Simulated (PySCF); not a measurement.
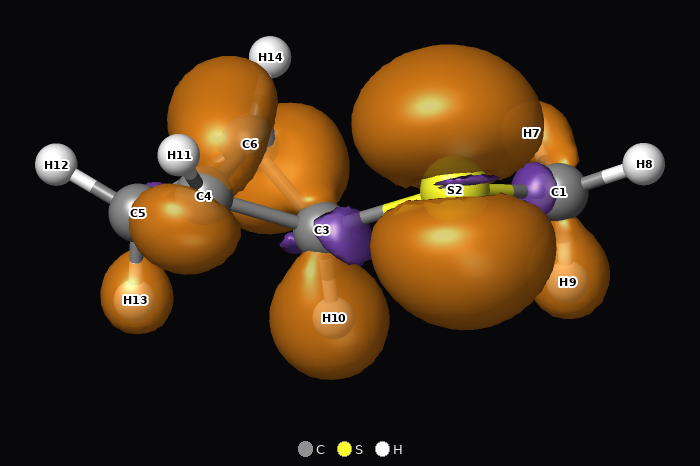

Figure. C$_{5}$H$_{8}$S (charge +1, doublet). Isosurfaces of the spin density at +0.015 (orange) and −0.015 e/Å³ (purple), seen from one side.

Geometry: GFN2-xTB.

The calculation used UKS B3LYP, pcH-1 on C H S, non-relativistic, mean-field spin-orbit, GIAO (PySCF).

```yaml
atoms:
  - { symbol: C, position_ang: [2.5224, -0.4922, 0.1751] }
  - { symbol: S, position_ang: [1.5741, 0.9757, -0.2473] }
  - { symbol: C, position_ang: [-0.0582, 0.4728, 0.2845] }
  - { symbol: C, position_ang: [-1.2877, 1.0505, -0.3052] }
  - { symbol: C, position_ang: [-2.2333, -0.0230, 0.1272] }
  - { symbol: C, position_ang: [-0.9638, -0.4213, -0.5290] }
  - { symbol: H, position_ang: [2.1059, -1.3658, -0.3197] }
  - { symbol: H, position_ang: [3.5421, -0.3231, -0.1606] }
  - { symbol: H, position_ang: [2.5192, -0.6413, 1.2529] }
  - { symbol: H, position_ang: [-0.0359, 0.2790, 1.3563] }
  - { symbol: H, position_ang: [-1.4093, 1.8676, -0.9853] }
  - { symbol: H, position_ang: [-3.1475, -0.1498, -0.4401] }
  - { symbol: H, position_ang: [-2.3729, -0.2068, 1.1867] }
  - { symbol: H, position_ang: [-0.7559, -1.0227, -1.3891] }
```

Question: Describe the spin distribution.

Answer: The unpaired spin (1 electron) lies mostly on S2 (about 0.5), C6 (about 0.2) and C4 (about 0.1), in electrons by Hirshfeld's partition.
